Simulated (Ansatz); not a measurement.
The compound is SrVO3 (cubic perovskite) (Pm-3m).

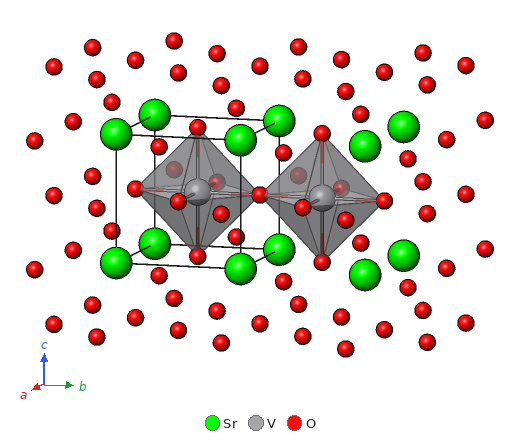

The structure (strontium green, vanadium grey, oxygen red). 1×2×1 cells are drawn. Some periodic images of atoms are drawn too.

```
Sr V O
1.0
     0.00000   -3.77292    0.00000
     0.00000    0.00000    3.77292
    -3.77292    0.00000    0.00000
Sr V O
1 1 3
Direct
  0.00000 0.00000 0.00000
  0.50000 0.50000 0.50000
  0.50000 0.50000 0.00000
  0.50000 0.00000 0.50000
  0.00000 0.50000 0.50000
```

The structure was relaxed with LDA. The structure type comes from a generator and need not be one that this composition takes. The structure was generated from a model, not taken from a measurement. The runs that relaxed it are not among those shown. The program's search for lower electronic states was switched off, so nothing shows that the state found is the lowest. PAW set soft_2, made with PBE.

A constrained-RPA run (Ansatz 0.2.0; non-magnetic LDA; V t2g, bands v1 to c2, 6×6×6 mesh, medium accuracy) builds 3 functions on bands 2.8 eV wide, with 1.0 electrons in the window. The bare on-site interaction is 16.1 eV and the bare J 0.55 eV.

Q: Estimate U, U′ and J.

On the V t2g shell, U = 3.28 eV (20 % of the bare value), U′ = 2.43 eV, J = 0.41 eV.

The parent state is non-magnetic and the interaction static (zero frequency); U depends on the window and the orbitals, so it belongs to this model alone.

[Paths, hosts, dates, memory and timing lines, banners, echoed tables and standing remarks are left out of the program output.]

[Logs are printed without paths, hosts, clocks, repeated set-up lines and the standing remarks that a program may print on its own settings, such as how far it seeks lower states.]

[Runs of the session that timed out or met a known fault of the program may be left out.]

[Hosts, paths, dates, database ids (printed as entryN), source tags and the programs' standing remarks are cut or masked in the printed files.]
